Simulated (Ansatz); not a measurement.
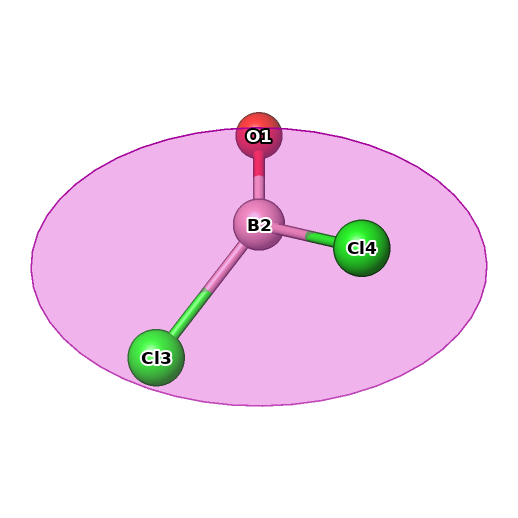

A disc through the centre of mass is drawn in. Depth is shown by fading: the farther an atom, the more it takes the colour of the background. The species has charge −1 and is a spin singlet. Computed geometry: PBE-D4/def2-SVPD optimisation. No frequency run is at hand to confirm it as a minimum.

> Is the plane of the disc a mirror plane of the structure?

No. The point group is C2v, with 1 C2 axis and 2 mirror planes, and this plane isn't one of its mirror planes.
